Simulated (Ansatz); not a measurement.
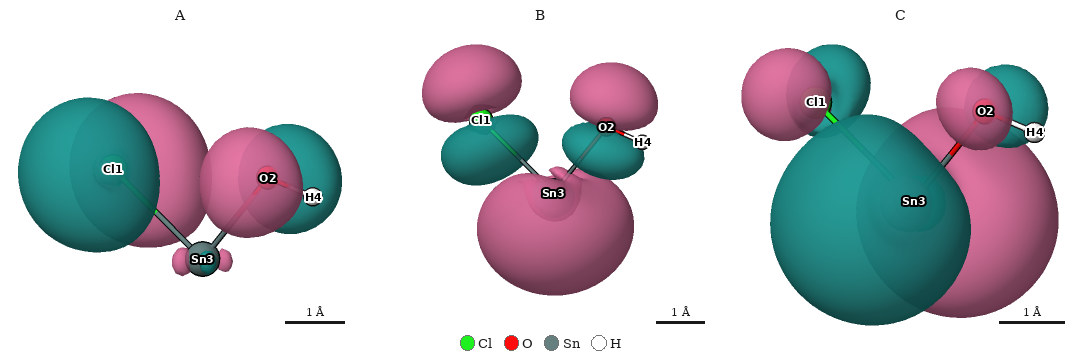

*ClHOSn. Three frontier orbitals at ±0.08 Å⁻³ᐟ² (teal and pink are the two phases), in no order.*

Geometry: PBE0-D4/def2-TZVP; core potentials replace the inner electrons of Sn.

These are results of Ansatz, isolated molecule in a Gaussian basis; Kohn-Sham density functional theory, functional PBE0, not measurements.

Question: Order the three orbitals by energy and name them.

Answer: A is the HOMO−1 (−8.78 eV). Its weight (Hirshfeld) is mainly on Cl1 (about 70 %) and O2 (about 25 %); it changes sign across the molecular plane (π type); π-antibonding (a node) across O2–Sn3. B is the HOMO (−7.70 eV). Its weight (Hirshfeld) is mainly on Sn3 (about 50 %), Cl1 (about 25 %) and O2 (about 25 %); it is symmetric in the molecular plane (an in-plane orbital: σ, lone-pair or in-plane π type). C is the LUMO (−2.59 eV). It lies mainly on Sn3 (about 85 %), Cl1 (about 10 %) and O2 (about 5 %); it changes sign across the molecular plane (π type).

Question: What is the HOMO–LUMO gap?

Answer: 5.11 eV between the orbital energies.
